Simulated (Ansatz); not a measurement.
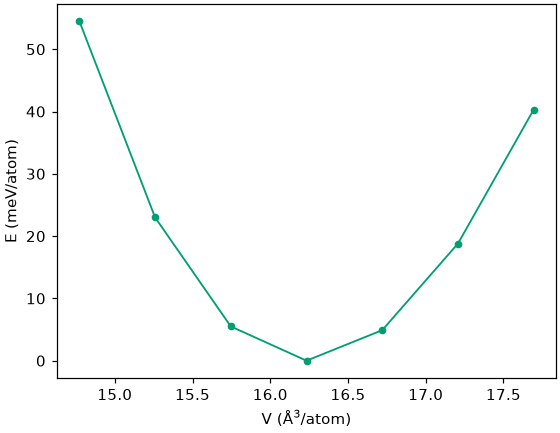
Fig. 1. TiAl (L1₀ or tetragonal B2, space group No. 123) under volume change, PBE (plane waves, PAW; program Ansatz), shape and atoms relaxed at each volume.

Problem. What does a third-order Birch–Murnaghan fit give for V₀, B₀ and B′?

Solution. V₀ = 16.23 Å³/atom, B₀ = 113 GPa, B′ = 3.9.

Space group P4/mmm (L1₀ or tetragonal B2). Symmetry was held in the PBE relaxation; phonons on a q-mesh show no instability. No spin polarisation was allowed.

Potentials: the later of the program's two PAW sets.
